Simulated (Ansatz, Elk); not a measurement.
**Bonding as seen by X-rays: Fe3CuP4**

The structure of Fe3CuP4 used here is made up (a known structure type with other elements) and was relaxed beforehand with PBEsol. The aim is the Fourier transform of its all-electron density, F(hkl), set beside the sum over free spherical atoms that refinements use.

Method: DFT, PBE, all-electron APW+lo, Dirac cores, scalar-relativistic bands, static density, no spin, in Elk 11.2.3 (patched build).

The structure was built from a prototype and need not be the compound's stable phase.

**1. Starting point**

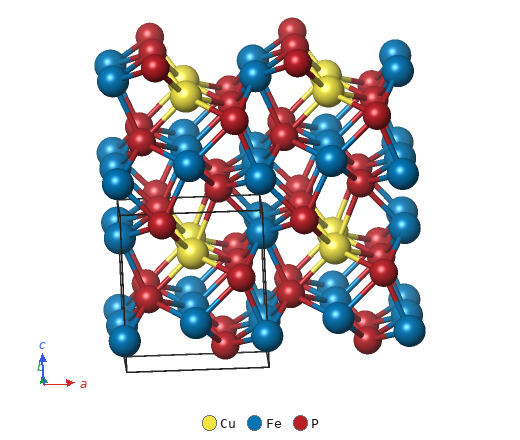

The cell as given, slightly off an axis (copper yellow, iron blue, phosphorus red). 2×2×2 cells are drawn. Some periodic images of atoms are drawn too.

**2. Ground state and structure factors**

An all-electron density is needed, since X-rays see the cores too. Task 0 finds the density and task 195 Fourier-transforms it; tshift is off so that phases refer to the origin typed.

Contents of elk.in:

```
tasks
  0
  195

xctype
  20

spinpol
  .false.

rgkmax
  7.0

gmaxvr
  14.0

lmaxo
  7

lmaxapw
  8

swidth
  0.002

tshift
  .false.

ramdisk
  .false.

hmaxvr
  5.5

maxscl
  120

epspot
  1e-06

sppath
  './'

avec
  9.43886909629 -0.00000000000 -0.02085093217
  -0.00000000000 6.21607086196 0.00000000000
  -0.09278416244 0.00000000000 10.55451277198

atoms
  3
  'Cu.in'
  1
  0.5061924833 0.5000000000 0.6906570553   0.000000 0.000000 0.000000
  'Fe.in'
  3
  0.9955252598 -0.0000000000 0.1992246272   0.000000 0.000000 0.000000
  0.5003287320 0.0000000000 0.2978087155   0.000000 0.000000 0.000000
  -0.0007886632 0.5000000000 0.8044058835   0.000000 0.000000 0.000000
  'P.in'
  4
  0.8320154342 -0.0000000000 0.5754555501   0.000000 0.000000 0.000000
  0.2912666843 0.0000000000 0.9280304374   0.000000 0.000000 0.000000
  0.1821950944 0.5000000000 0.4112225940   0.000000 0.000000 0.000000
  0.7060649752 0.5000000000 0.0997951371   0.000000 0.000000 0.000000

ngridk
  5 7 4
```

On the command line:

```console
> OMP_NUM_THREADS=4 elk
```

Numbers of over 12 decimals in the logs are rounded to 6 here.

The program printed:

```text
┌─────────────────────────┐
│ Elk code version 11.2.3 │
└─────────────────────────┘

All units are atomic (Hartree, Bohr, etc.)

┌─────────────────────────────────────────────────┐
│ Ground-state run starting from atomic densities │
└─────────────────────────────────────────────────┘

Lattice vectors :
   9.438869096      -0.000000000     -0.2085093217E-01
  -0.000000000       6.216070862       0.000000000
 -0.9278416244E-01   0.000000000       10.55451277

Reciprocal lattice vectors :
  0.6656843381       0.000000000      0.5851995738E-02
   0.000000000       1.010796924       0.000000000
  0.1315090453E-02   0.000000000      0.5953195057

Unit cell volume      :    619.2495157
Brillouin zone volume :   0.4005658578

Muffin-tin inner radius fraction :   0.1000000000E-01

Nuclei treated as point charges

Species : 1 (Cu)
 parameters loaded from : Cu.in
 name : copper
 nuclear charge    :   -29.00000000
 electronic charge :    29.00000000
 atomic mass :    115837.2717
 muffin-tin radius :    2.331058980
 number of radial points in muffin-tin :    993
 inner part over the whole radius :   0.9978325582E-02
 number on inner part of muffin-tin    :    701
 approximate nuclear radius :   0.7406004541E-04
 number of mesh points to nuclear radius :    337
 atomic positions (lattice), magnetic fields (Cartesian) :
  1 :   0.50619248  0.50000000  0.69065706    0.00000000  0.00000000  0.00000000

Species : 2 (Fe)
 parameters loaded from : Fe.in
 name : iron
 nuclear charge    :   -26.00000000
 electronic charge :    26.00000000
 atomic mass :    101799.2075
 muffin-tin radius :    2.071383360
 number of radial points in muffin-tin :    993
 inner part over the whole radius :   0.9863427449E-02
 number on inner part of muffin-tin    :    697
 approximate nuclear radius :   0.7160107270E-04
 number of mesh points to nuclear radius :    335
 atomic positions (lattice), magnetic fields (Cartesian) :
  1 :   0.99552526  0.00000000  0.19922463    0.00000000  0.00000000  0.00000000
  2 :   0.50032873  0.00000000  0.29780872    0.00000000  0.00000000  0.00000000
  3 :   0.99921134  0.50000000  0.80440588    0.00000000  0.00000000  0.00000000

Species : 3 (P)
 parameters loaded from : P.in
 name : phosphorus
 nuclear charge    :   -15.00000000
 electronic charge :    15.00000000
 atomic mass :    56461.71230
 muffin-tin radius :    1.844225160
 number of radial points in muffin-tin :    793
 inner part over the whole radius :   0.9948247352E-02
 number on inner part of muffin-tin    :    551
 approximate nuclear radius :   0.6081821256E-04
 number of mesh points to nuclear radius :    251
 atomic positions (lattice), magnetic fields (Cartesian) :
  1 :   0.83201543  0.00000000  0.57545555    0.00000000  0.00000000  0.00000000
  2 :   0.29126668  0.00000000  0.92803044    0.00000000  0.00000000  0.00000000
  3 :   0.18219509  0.50000000  0.41122259    0.00000000  0.00000000  0.00000000
  4 :   0.70606498  0.50000000  0.09979514    0.00000000  0.00000000  0.00000000

Total number of atoms per unit cell :    8
Total muffin-tin volume :    269.8388144
 ratio of muffin-tin to unit cell volume :   0.4357513531

Spin treatment :
 spin-unpolarised

Number of Bravais lattice symmetries :    4
Number of crystal symmetries         :    2
Crystal has no inversion symmetry
Complex Hermitian eigensolver will be used

k-point grid :      5     7     4
k-point offset :    0.000000000       0.000000000       0.000000000
k-point set is reduced with full crystal symmetry group
Total number of k-points :       80

Muffin-tin radius times maximum |G+k| :    7.000000000
 using average radius
Maximum |G+k| for APW functions       :    3.517121855
Maximum (1/2)|G+k|²                   :    6.185073070
Maximum |G| for potential and density :    14.00000000
Constant for pseudocharge density :    8
 order of it for each species :   15  15  15
 order of it for pair densities of each species (exact exchange by exxq0 0: 16) :   13  11   8
Radial integration step length :    1

[...]
electron entropic           :    -0.25836927537267E-02
 total energy                :     -6840.3590449719

Density of states at Fermi energy :    209.8363449
 (states/Hartree/unit cell)

Estimated indirect band gap :   0.4121240035E-03
 from k-point 74 to k-point 7
Estimated direct band gap   :   0.2499533555E-02
 at k-point 16

Charges :
 core                        :    82.00000000
 valence                     :    85.00000000
 interstitial                :    16.00065358
 muffin-tins (core leakage)
  species : 1 (Cu)
[...]
species : 2 (Fe)
[...]
species : 3 (P)
[...]
total in muffin-tins        :    150.9993464
 total calculated charge     :    166.9896609
 total charge                :    167.0000000
 error                       :   0.1033911163E-01

RMS change in Kohn-Sham potential (target) :    1.229767490     (  0.1000000000E-05)
Absolute change in total energy (target)   :    10.35308206     (  0.1000000000E-03)

[... loops 3 to 29 left out ...]

┌──────────────────┐
│ Loop number : 30 │
└──────────────────┘

Energies :
 Fermi                       :     0.427768
 sum of occupied eigenvalues :     -3891.8132332090
 electron kinetic            :      6927.4036824456
 core electron kinetic       :      6286.1033522534
 Coulomb                     :     -13440.624816297
 Coulomb potential           :     -10392.919564449
 nuclear-nuclear             :     -1207.7880965292
 electron-nuclear            :     -14108.833954884
 Hartree                     :      1875.9972351162
 Madelung                    :     -8244.1650340728
 xc potential                :     -426.29735120567
 exchange                    :     -321.15563811728
 correlation                 :     -7.564198
 electron entropic           :    -0.14259605475991E-02
 total energy                :     -6841.9423959305

Density of states at Fermi energy :    110.4926931
 (states/Hartree/unit cell)

Estimated indirect band gap :   0.2849027882E-04
 from k-point 28 to k-point 16
Estimated direct band gap   :   0.6597936272E-02
 at k-point 46

Charges :
 core                        :    82.00000000
 valence                     :    85.00000000
 interstitial                :    15.61629945
 muffin-tins (core leakage)
  species : 1 (Cu)
[...]
species : 2 (Fe)
[...]
species : 3 (P)
[...]
total in muffin-tins        :    151.3837005
 total calculated charge     :    166.9900127
 total charge                :    167.0000000
 error                       :   0.9987274540E-02

RMS change in Kohn-Sham potential (target) :   0.7217676290E-06 (  0.1000000000E-05)
Absolute change in total energy (target)   :   0.4599550266E-05 (  0.1000000000E-03)

Convergence targets achieved

┌──────────────────┐
│ Loop number : 31 │
└──────────────────┘

Energies :
 Fermi                       :     0.427768
 sum of occupied eigenvalues :     -3891.8132358807
 electron kinetic            :      6927.4036845481
 core electron kinetic       :      6286.1033523668
 Coulomb                     :     -13440.624816010
 Coulomb potential           :     -10392.919556570
 nuclear-nuclear             :     -1207.7880965292
 electron-nuclear            :     -14108.833962739
 Hartree                     :      1875.9972432584
 Madelung                    :     -8244.1650377253
 xc potential                :     -426.29736385932
 exchange                    :     -321.15563852407
 correlation                 :     -7.564198
 electron entropic           :    -0.14259591780005E-02
 total energy                :     -6841.9423939510

Density of states at Fermi energy :    110.4925837
 (states/Hartree/unit cell)

Estimated indirect band gap :   0.2852207775E-04
 from k-point 28 to k-point 16
Estimated direct band gap   :   0.6597959145E-02
 at k-point 46

Charges :
 core                        :    82.00000000
 valence                     :    85.00000000
 interstitial                :    15.61629883
 muffin-tins (core leakage)
  species : 1 (Cu)
[...]
species : 2 (Fe)
[...]
species : 3 (P)
[...]
atom 2                    :    12.33188409     (  0.2499423808E-02)
   atom 3                    :    12.31527138     (  0.2486353597E-02)
   atom 4                    :    12.33013956     (  0.2494122126E-02)
 total in muffin-tins        :    151.3837012
 total calculated charge     :    166.9900127
 total charge                :    167.0000000
 error                       :   0.9987274585E-02

┌──────────────────────────────┐
│ Self-consistent loop stopped │
└──────────────────────────────┘

Warning : core states of species 1 leak from the muffin-tin :   0.2355402890E-03

Warning : core states of species 3 leak from the muffin-tin :   0.2499423808E-02

Wrote STATE.OUT
```

Wall time 5.1 min (4 threads of Intel Xeon Platinum 8488C (Sapphire Rapids), shared host); peak memory 0.26 GiB.

SFACRHO.OUT:

```text

h k l indices transformed by vhmat matrix:
   1.000000000       0.000000000       0.000000000    
   0.000000000       1.000000000       0.000000000    
   0.000000000       0.000000000       1.000000000    

      h      k      l  multipl.   |H|            Re(F)            Im(F)           |F|

      0      0      0      1   0.0000000       167.00000      0.39067223E-16   167.00000    
      0      0     -1      1  0.59532096      -1.7502743     -0.97380793       2.0029383    
      0      0      1      1  0.59532096      -1.7502743      0.97380793       2.0029383    
      1      0      0      1  0.66571006       2.0015834      -1.3047798       2.3893067    
     -1      0      0      1  0.66571006       2.0015834       1.3047798       2.3893067    
      1      0     -1      1  0.88817703       14.826367     -0.49096310       14.834493    
     -1      0      1      1  0.88817703       14.826367      0.49096310       14.834493    
      1      0      1      1  0.89793954       16.651091       3.0489833       16.927939    
     -1      0     -1      1  0.89793954       16.651091      -3.0489833       16.927939    
      0     -1      0      2   1.0107969      -3.0430641     -0.77955915E-14   3.0430641    
      0     -1      1      2   1.1730803       2.6856453       60.327570       60.387320    
      0      1     -1      2   1.1730803       2.6856453      -60.327570       60.387320    
      0      0      2      1   1.1906419      -46.757258       4.6214333       46.985092    
      0      0     -2      1   1.1906419      -46.757258      -4.6214333       46.985092    
      1      1      0      2   1.2103224       4.1297668       2.0126277       4.5940879    
     -1     -1      0      2   1.2103224       4.1297668      -2.0126277       4.5940879    
     -2      0      0      1   1.3314201       53.363048      0.22982563       53.363542    
      2      0      0      1   1.3314201       53.363048     -0.22982563       53.363542
```

Elk indexes on the primitive cell of elk.in and gives |H| = 4π sin θ/λ in inverse bohr. Below, one row stands for each form hkl of the conventional cell (m members, Friedel mates merged), F is for one primitive cell and the density is static (no thermal factor). Free-atom factors are Waasmaier and Kirfel's, and R is Σm||F|−|F'||/Σm|F|. Elk warned that it couldn't find a linearisation energy, which lowers the accuracy of some states in this run and its variants.

```
   hkl  m  sin θ/λ (Å⁻¹)  abs F, DFT  neutral atoms   diff.  abs of complex diff.
   001  2          0.089       2.003          1.983  +0.020                 0.380
   100  2          0.100       2.389          2.023  +0.366                 0.448
1 0 -1  2          0.134      14.835         14.736  +0.098                 0.488
   101  2          0.135      16.928         16.853  +0.075                 0.464
   010  2          0.152       3.043          3.539  -0.496                 0.496
   011  4          0.176      60.387         60.307  +0.081                 0.136
   002  2          0.179      46.985         46.896  +0.089                 0.252
   110  4          0.182       4.594          4.953  -0.359                 0.397
   200  2          0.200      53.363         53.694  -0.331                 0.332
1 1 -1  4          0.202      37.485         37.596  -0.112                 0.136
   111  4          0.203      28.122         27.584  +0.538                 0.559
1 0 -2  2          0.204      30.800         30.418  +0.383                 0.486
   102  2          0.206      37.892         38.007  -0.114                 0.229
2 0 -1  2          0.218       6.655          6.700  -0.045                 0.356
   201  2          0.220      17.272         17.241  +0.030                 0.351
   012  4          0.235       5.208          5.402  -0.194                 0.201
   210  4          0.251      26.876         27.033  -0.157                 0.272
1 1 -2  4          0.255      58.392         59.008  -0.616                 0.634
   112  4          0.256      57.626         58.257  -0.631                 0.633
2 1 -1  4          0.266      77.592         78.457  -0.865                 0.868
2 0 -2  2          0.267      74.482         74.927  -0.445                 0.456
   211  4          0.268      87.652         88.506  -0.854                 0.854
```

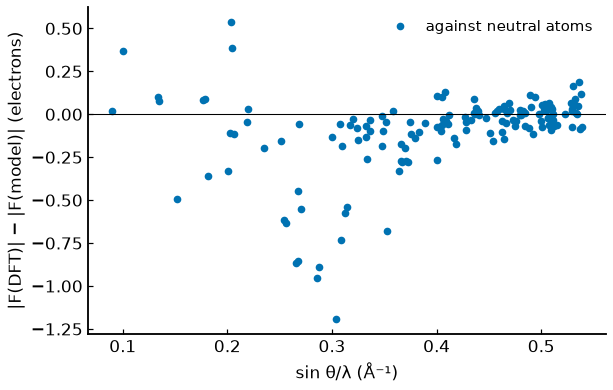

Difference between the calculated structure factors and the independent-atom ones.

(Part 1 of 2 ends here.)

[Logs are printed without paths, hosts, clocks, repeated set-up lines and the standing remarks that a program may print on its own settings, such as how far it seeks lower states.]

[Hosts, paths, dates, database ids (printed as entryN), source tags and the programs' standing remarks are cut or masked in the printed files.]
